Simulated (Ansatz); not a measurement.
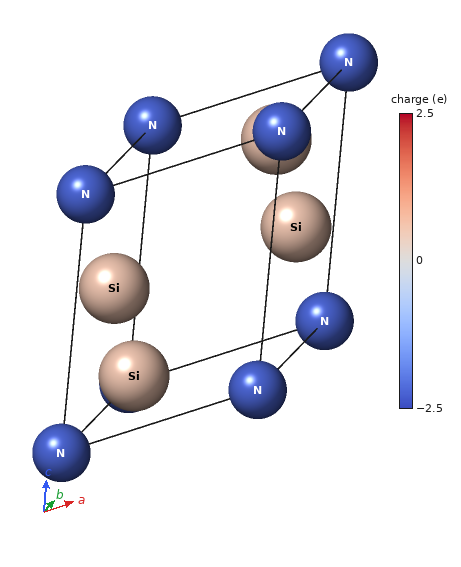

We look at a spheres-only model of the crystal slightly off an axis. The cell (the run's own, in a reduced setting) is drawn as a box. The atoms of this Si4N cell are coloured by their Bader charge.

Level of theory and settings: DFT PBE, scalar-relativistic, plane waves, PAW in Ansatz, an energy cutoff of 420 eV, k-points about 0.16 Å⁻¹ apart, Gaussian smearing of 0.1 eV, no spin polarisation.

Question: What do the colours say about charge transfer?

Answer: Most positive: Si; most negative: N. Charges: about Si +0.5 e; N -2.2 e.

The structure was taken from a structure type filled with these elements by a generator (whether the compound takes this form wasn't checked). Earlier steps of the study may have refined or changed the cell and positions. A calculation with Ansatz used it as input.
